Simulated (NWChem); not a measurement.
# A workflow on the pair CH5BS···BH5S

Wanted: the energy (singlet CH10B2S2, wB97X-D3/6-31+G*), then a single-point energy (singlet CH5BS, wB97X-D3/6-31+G*), then the energy (singlet BH5S, wB97X-D3/6-31+G*), then the energy (singlet CH5BS, wB97X-D3/6-31+G*), then a single-point energy (singlet BH5S, wB97X-D3/6-31+G*) of CH10B2S2 and its partners. 

Program for the calculation: NWChem 7.3.0.

## Step 1: The molecule

CH10B2S2: 15 atoms, total charge 0, spin state singlet. The two molecules were placed rigidly side by side, at 1.1 times their contact distance; the pair isn't optimised.

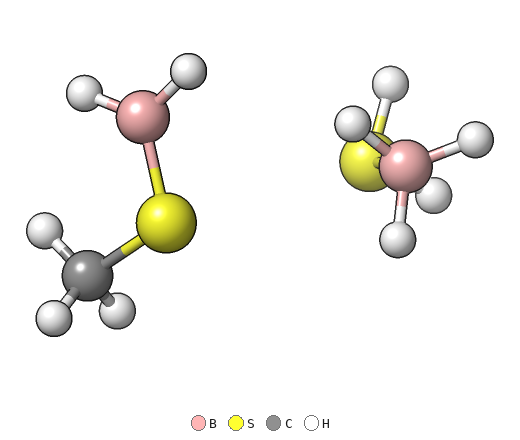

Viewed from a chosen angle; boron pink, sulfur yellow, carbon grey, hydrogen white.

## Step 2: A single-point energy at wB97X-D3/6-31+G(d) (spherical functions) (run 1)

Input file geom.nw:

```
start geom
title "CH10B2S2 energy"
memory 2200 mb

geometry units angstroms noautosym nocenter noautoz
   B    -0.881410    0.962540   -0.901040
   S     0.696290    0.861240   -0.152040
   C     0.729890   -0.728560    0.709860
   H    -1.679310    0.082440   -0.783340
   H    -1.097610    1.954940   -1.525940
   H     0.899090   -0.553860    1.772060
   H     1.548090   -1.329860    0.314260
   H    -0.215010   -1.248860    0.566160
   B     2.375980    1.570920   -3.934180
   S     2.163410   -0.308600   -4.502370
   H     1.274730    1.787870   -3.489090
   H     2.687630    2.199530   -4.910830
   H     3.226250    1.445970   -3.086010
   H     1.398700   -0.223140   -5.606820
   H     3.275390   -0.552870   -5.220510
end

basis "ao basis" spherical bse
   * library 6-31+G*
end

dft
   xc wb97x-d3
   grid fine
   convergence energy 1e-08
   maxiter 100
   mulliken
   print low
end

task dft energy
```

Started as:

```
$ nwchem geom.nw > geom.out
```

What it wrote, shortened:

```text
[...]
 d= 0,ls=0.0,diis     1   -890.0349743221 -1.13D+03  8.01D-03  4.43D-01     7.3
[...]
 d= 0,ls=0.0,diis     9   -890.1095149581 -8.13D-09  2.98D-06  2.48D-09    66.4
         Total DFT energy =     -890.109514958081
      One electron energy =    -1698.759754374502
           Coulomb energy =      638.052695385584
    Exchange-Corr. energy =      -68.620673605847
 Nuclear repulsion energy =      239.221146863907
    Dispersion correction =       -0.002929227223
[...]
      Total Density - Mulliken Population Analysis
     ---------------------------------------------
    Atom       Charge   Shell Charges
 -----------   ------   -------------------------------------------------------
    1 B    5     5.17   2.00  0.58  1.44  0.48  0.54  0.04  0.04  0.04
    2 S   16    15.83   2.00  2.00  5.97  1.32  3.09  0.49  0.91 -0.00 -0.00  0.06
    3 C    6     6.80   2.00  0.65  2.10  0.77  1.16  0.07  0.02  0.03
    4 H    1     0.98   0.52  0.46
    5 H    1     0.95   0.52  0.43
    6 H    1     0.75   0.52  0.23
    7 H    1     0.75   0.52  0.23
    8 H    1     0.76   0.52  0.24
    9 B    5     5.43   2.00  0.53  1.56  0.51  0.60  0.09  0.10  0.04
   10 S   16    15.95   2.00  2.00  5.97  1.35  3.12  0.51  1.01 -0.08 -0.00  0.08
[...]
```

Wall time 67 s (1 thread of AMD EPYC 9R45 (Zen 5), shared host); peak memory 0.13 GiB.

## Step 3: CH5BS: a single-point energy at wB97X-D3/6-31+G(d) (spherical functions) (run 2)

Input file ch5bs.nw:

```
START ch5bs
TITLE "CH5BS energy"
memory total 2200 mb
charge 0

GEOMETRY units angstroms noautosym nocenter noautoz
  B    -0.881410    0.962540   -0.901040
  S     0.696290    0.861240   -0.152040
  C     0.729890   -0.728560    0.709860
  H    -1.679310    0.082440   -0.783340
  H    -1.097610    1.954940   -1.525940
  H     0.899090   -0.553860    1.772060
  H     1.548090   -1.329860    0.314260
  H    -0.215010   -1.248860    0.566160
END

BASIS spherical bse
  * library 6-31+G*
END

DFT
  xc wb97x-d3
  mult 1
  grid fine
  convergence energy 1e-08
  iterations 100
  mulliken
  noprint "final vectors analysis"
END

TASK dft
```

Started as:

```
$ nwchem ch5bs.nw > ch5bs.out
```

What it wrote, shortened:

```text
[...]
          Wavefunction type:  closed shell.
          No. of atoms     :     8
          No. of electrons :    32
[...]
          Charge           :     0
          Spin multiplicity:     1
[...]
          AO basis - number of functions:    68
[...]
              XC Information
              --------------
                    wb97x-d3  Method XC Functional
                     Hartree-Fock (Exact) Exchange  1.000
                      wb97x-d3 Exchange Functional  1.000
                   wb97x-d3 Correlation Functional  1.000
[...]
 d= 0,ls=0.0,diis     1   -464.0970271086 -5.59D+02  7.15D-03  1.98D-01     1.8
[...]
 d= 0,ls=0.0,diis     9   -464.1264909019 -3.41D-09  4.07D-06  1.18D-09    14.8
         Total DFT energy =     -464.126490901905
      One electron energy =     -824.942798397442
           Coulomb energy =      303.195482162234
    Exchange-Corr. energy =      -37.032671435991
 Nuclear repulsion energy =       94.654251764751
    Dispersion correction =       -0.000754995456
[...]
      Total Density - Mulliken Population Analysis
     ---------------------------------------------
    Atom       Charge   Shell Charges
 -----------   ------   -------------------------------------------------------
    1 B    5     5.16   2.00  0.58  1.44  0.48  0.54  0.04  0.04  0.04
    2 S   16    15.85   2.00  2.00  5.97  1.32  3.09  0.50  0.92 -0.02  0.02  0.06
    3 C    6     6.80   2.00  0.65  2.10  0.77  1.16  0.07  0.02  0.03
    4 H    1     0.97   0.52  0.45
    5 H    1     0.96   0.52  0.44
    6 H    1     0.75   0.52  0.23
    7 H    1     0.75   0.52  0.23
    8 H    1     0.75   0.52  0.23
[...]
```

Run time: 15 s. Hardware: 1 thread of AMD EPYC 9R45 (Zen 5), shared host; peak memory 0.12 GiB.

## Step 4: BH5S: a single-point energy at wB97X-D3/6-31+G(d) (spherical functions) (run 3)

Input file struct.nw:

```
start struct
title "BH5S"
memory stack 880 mb heap 220 mb global 1100 mb

geometry noautosym nocenter noautoz
 B     2.375980    1.570920   -3.934180
 S     2.163410   -0.308600   -4.502370
 H     1.274730    1.787870   -3.489090
 H     2.687630    2.199530   -4.910830
 H     3.226250    1.445970   -3.086010
 H     1.398700   -0.223140   -5.606820
 H     3.275390   -0.552870   -5.220510
end

basis spherical bse
 * library 6-31+G*
end

dft
 xc wb97x-d3
 grid fine
 convergence energy 1e-08
 maxiter 100
 mulliken
 noprint "final vectors analysis"
end

task dft energy
```

Started as:

```
$ nwchem struct.nw > struct.out
```

What it wrote, shortened:

```text
[...]
          Wavefunction type:  closed shell.
          No. of atoms     :     7
          No. of electrons :    26
[...]
          Charge           :     0
          Spin multiplicity:     1
[...]
          AO basis - number of functions:    50
[...]
              XC Information
              --------------
                    wb97x-d3  Method XC Functional
                     Hartree-Fock (Exact) Exchange  1.000
                      wb97x-d3 Exchange Functional  1.000
                   wb97x-d3 Correlation Functional  1.000
[...]
 d= 0,ls=0.0,diis     1   -425.9390361453 -4.81D+02  1.30D-02  2.35D-01     1.0
[...]
 d= 0,ls=0.0,diis     8   -425.9823205294 -1.46D-09  1.28D-06  5.80D-10     6.7
         Total DFT energy =     -425.982320529381
      One electron energy =     -693.860784757948
           Coulomb energy =      244.722258514613
    Exchange-Corr. energy =      -31.588443209560
 Nuclear repulsion energy =       54.745249870357
    Dispersion correction =       -0.000600946843
[...]
      Total Density - Mulliken Population Analysis
     ---------------------------------------------
    Atom       Charge   Shell Charges
 -----------   ------   -------------------------------------------------------
    1 B    5     5.40   2.00  0.53  1.56  0.51  0.60  0.08  0.09  0.04
    2 S   16    15.95   2.00  2.00  5.97  1.35  3.12  0.51  1.00 -0.08 -0.00  0.08
    3 H    1     0.99   0.51  0.48
    4 H    1     1.00   0.51  0.48
    5 H    1     0.99   0.51  0.48
    6 H    1     0.83   0.50  0.33
    7 H    1     0.83   0.50  0.33
[...]
```

It took 7.2 s on 1 thread of AMD EPYC 9R45 (Zen 5), shared host; peak memory 0.12 GiB.

## Step 5: CH5BS among ghost functions: the energy at wB97X-D3/6-31+G(d) (spherical functions, with ghost functions) (run 4)

Input file sp.nw:

```
start sp
memory stack 880 mb heap 220 mb global 1100 mb
geometry noautosym nocenter noautoz
  B     -0.881410     0.962540    -0.901040
  S      0.696290     0.861240    -0.152040
  C      0.729890    -0.728560     0.709860
  H     -1.679310     0.082440    -0.783340
  H     -1.097610     1.954940    -1.525940
  H      0.899090    -0.553860     1.772060
  H      1.548090    -1.329860     0.314260
  H     -0.215010    -1.248860     0.566160
  bqB      2.375980     1.570920    -3.934180
  bqS      2.163410    -0.308600    -4.502370
  bqH      1.274730     1.787870    -3.489090
  bqH      2.687630     2.199530    -4.910830
  bqH      3.226250     1.445970    -3.086010
  bqH      1.398700    -0.223140    -5.606820
  bqH      3.275390    -0.552870    -5.220510
end
basis spherical bse
  B library 6-31+G*
  S library 6-31+G*
  C library 6-31+G*
  H library 6-31+G*
  bqB library B 6-31+G*
  bqS library S 6-31+G*
  bqH library H 6-31+G*
end
dft
  xc wb97x-d3
  grid fine
  convergence energy 1e-08
  iterations 100
  mulliken
  noprint "final vectors analysis"
end
task dft energy
```

Started as:

```
$ nwchem sp.nw > sp.out
```

What it wrote, shortened:

```text
[...]
          Wavefunction type:  closed shell.
          No. of atoms     :    15
          No. of electrons :    32
[...]
          Charge           :     0
          Spin multiplicity:     1
[...]
          AO basis - number of functions:   118
[...]
              XC Information
              --------------
                    wb97x-d3  Method XC Functional
                     Hartree-Fock (Exact) Exchange  1.000
                      wb97x-d3 Exchange Functional  1.000
                   wb97x-d3 Correlation Functional  1.000
[...]
 d= 0,ls=0.0,diis     1   -464.0971344066 -5.59D+02  4.28D-03  1.99D-01     6.0
[...]
 d= 0,ls=0.0,diis     9   -464.1266101946 -3.44D-09  2.37D-06  1.20D-09    61.3
         Total DFT energy =     -464.126610194579
      One electron energy =     -824.939999876919
           Coulomb energy =      303.192084648928
    Exchange-Corr. energy =      -37.032191735883
 Nuclear repulsion energy =       94.654251764751
    Dispersion correction =       -0.000754995456
[...]
      Total Density - Mulliken Population Analysis
     ---------------------------------------------
    Atom       Charge   Shell Charges
 -----------   ------   -------------------------------------------------------
    1 B    5     5.17   2.00  0.58  1.44  0.49  0.54  0.04  0.04  0.04
    2 S   16    15.85   2.00  2.00  5.97  1.32  3.09  0.50  0.93 -0.02  0.01  0.06
    3 C    6     6.81   2.00  0.65  2.10  0.77  1.16  0.08  0.02  0.03
    4 H    1     0.97   0.52  0.45
    5 H    1     0.96   0.52  0.44
    6 H    1     0.75   0.52  0.23
    7 H    1     0.75   0.52  0.23
    8 H    1     0.75   0.52  0.23
    9 X    0    -0.01   0.00  0.00  0.00 -0.00 -0.00 -0.01 -0.00  0.00
   10 X    0     0.01  -0.00 -0.00  0.00 -0.00 -0.00  0.00  0.00  0.00  0.00  0.00
[...]
```

Run time: 62 s. Hardware: 1 thread of AMD EPYC 9R45 (Zen 5), shared host; peak memory 0.13 GiB.

## Step 6: BH5S among ghost functions: a single-point energy at wB97X-D3/6-31+G(d) (spherical functions, with ghost functions) (run 5)

Input file test.nw:

```
start test
title "BH5S"
memory total 2200 mb

geometry noautosym nocenter noautoz
 B     2.375980    1.570920   -3.934180
 S     2.163410   -0.308600   -4.502370
 H     1.274730    1.787870   -3.489090
 H     2.687630    2.199530   -4.910830
 H     3.226250    1.445970   -3.086010
 H     1.398700   -0.223140   -5.606820
 H     3.275390   -0.552870   -5.220510
 bqB     -0.881410     0.962540    -0.901040
 bqS      0.696290     0.861240    -0.152040
 bqC      0.729890    -0.728560     0.709860
 bqH     -1.679310     0.082440    -0.783340
 bqH     -1.097610     1.954940    -1.525940
 bqH      0.899090    -0.553860     1.772060
 bqH      1.548090    -1.329860     0.314260
 bqH     -0.215010    -1.248860     0.566160
end

basis spherical bse
 B library 6-31+G*
 S library 6-31+G*
 H library 6-31+G*
 bqB library B 6-31+G*
 bqS library S 6-31+G*
 bqC library C 6-31+G*
 bqH library H 6-31+G*
end

dft
 xc wb97x-d3
 mult 1
 grid fine
 convergence energy 1e-08
 iterations 100
 mulliken
 print low
end

task dft
```

Started as:

```
$ nwchem test.nw > test.out
```

What it wrote, shortened:

```text
[...]
 d= 0,ls=0.0,diis     1   -425.9392742609 -4.81D+02  6.07D-03  2.35D-01     5.3
[...]
 d= 0,ls=0.0,diis     8   -425.9825390246 -1.48D-09  5.98D-07  5.97D-10    51.4
         Total DFT energy =     -425.982539024631
      One electron energy =     -693.856526403469
           Coulomb energy =      244.716958228633
    Exchange-Corr. energy =      -31.587619773309
 Nuclear repulsion energy =       54.745249870357
    Dispersion correction =       -0.000600946843
[...]
      Total Density - Mulliken Population Analysis
     ---------------------------------------------
    Atom       Charge   Shell Charges
 -----------   ------   -------------------------------------------------------
    1 B    5     5.45   2.00  0.53  1.56  0.51  0.60  0.10  0.10  0.04
    2 S   16    15.93   2.00  2.00  5.97  1.35  3.12  0.51  1.00 -0.09 -0.01  0.08
    3 H    1     0.99   0.51  0.48
    4 H    1     0.99   0.52  0.48
    5 H    1     0.99   0.51  0.47
    6 H    1     0.83   0.50  0.33
    7 H    1     0.83   0.50  0.33
    8 X    0    -0.00  -0.00 -0.00 -0.00  0.00  0.00 -0.00  0.00  0.00
    9 X    0    -0.01  -0.00 -0.00 -0.00 -0.00 -0.00  0.00  0.00  0.00 -0.02  0.00
   10 X    0     0.00   0.00  0.00 -0.00 -0.00 -0.00  0.00  0.00 -0.00
[...]
```

Run time: 52 s. Hardware: 1 thread of AMD EPYC 9R45 (Zen 5), shared host; peak memory 0.13 GiB.

## Step 7: What came out

| quantity | value |
| --- | --- |
| run 1, wB97X-D3/6-31+G*: total energy | -890.10951 Eh |
| run 1, wB97X-D3/6-31+G*: dispersion energy | -7.69 kJ/mol |
| CH5BS: total energy | -464.12649 Eh |
| CH5BS: dipole moment | 1.75 D |
| CH5BS: dispersion energy | -1.98 kJ/mol |
| BH5S: total energy | -425.98232 Eh |
| BH5S: dipole moment | 4.29 D |
| BH5S: dispersion energy | -1.58 kJ/mol |
| CH5BS among ghost functions: total energy | -464.12661 Eh |
| CH5BS among ghost functions: dipole moment | 1.75 D |
| CH5BS among ghost functions: dispersion energy | -1.98 kJ/mol |
| BH5S among ghost functions: total energy | -425.98254 Eh |
| BH5S among ghost functions: dispersion energy | -1.58 kJ/mol |
| interaction energy of the rigid parts CH5BS and BH5S (parts in their own basis; closest atoms 3.08 Å apart) | -0.019 eV |
| interaction energy of the rigid parts CH5BS and BH5S (parts in the whole basis, counterpoise; closest atoms 3.08 Å apart) | -0.010 eV |

What this shows: The interaction energy of the rigid parts CH5BS and BH5S (parts in their own basis; closest atoms 3.08 Å apart) is −0.02 eV (−1.8 kJ/mol). Without counterpoise this holds the superposition error of the basis. The interaction energy of the rigid parts CH5BS and BH5S (parts in the whole basis, counterpoise; closest atoms 3.08 Å apart) is −0.01 eV (−1.0 kJ/mol). The basis-set superposition error is 0.9 kJ/mol. Mulliken charges (CH5BS) run from -0.80 on C3 to +0.25 on H6; in a basis this large or diffuse they mean little. Mulliken charges (BH5S) run from -0.40 on B1 to +0.17 on H6; in a basis this large or diffuse they mean little.
